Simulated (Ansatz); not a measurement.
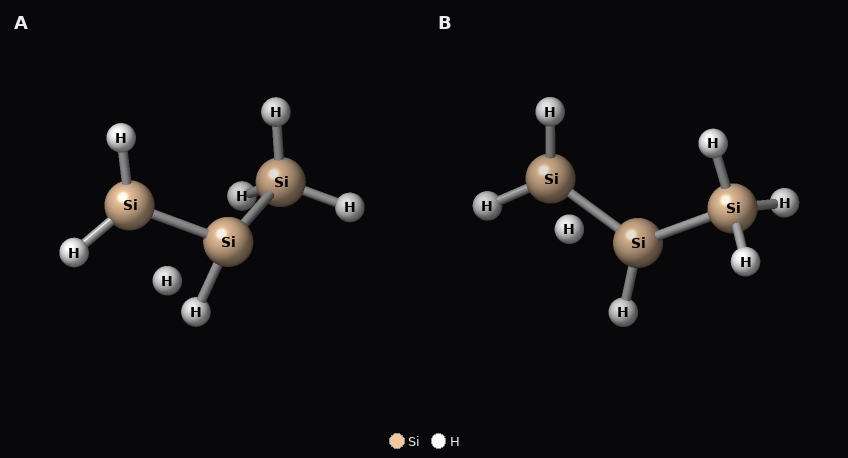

2 stationary structures of one formula. Charge +1, singlet. Geometries: PBE-D4/def2-SVP. Electronic energies: PBE-D4/def2-SVP (Ansatz 0.2.0), without zero-point energy. No frequency run is at hand to confirm each as a minimum.

### Which is lowest in energy, and by how much?

B is lowest; A lies 1.319 eV above it.
